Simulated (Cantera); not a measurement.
A closed system holds: 1 mol Fe(CO)₅, 2.3 mol CO, a varied amount of N₂, at 1548 K and 1.00 bar.

These are equilibrium values from Cantera (NASA tables, ideal gas, pure condensed phases), not measurements of a reactor. Candidate condensed phases: C, Fe, Fe(CO)₅, FeO, Fe₂O₃, Fe₃O₄; 27 gas species. Iron dissolves carbon and melts from about 1420 K in contact with it, which pure phases cannot show. Condensed phases not in the tables: cementite and carbon dissolved in iron. Equilibrium is a limit: real reactors are often held back by kinetics, nucleation or transport.

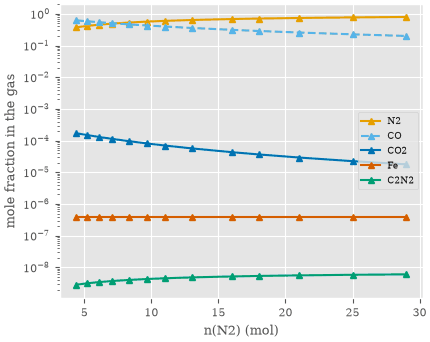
Equilibrium gas composition (values under 1e-9 drawn at 1e-9)

Q: Read off the mole fractions at 18 mol N₂.

A: N₂ about 0.71, CO about 0.29, CO₂ about 3.7e-5, Fe about 4.0e-7.
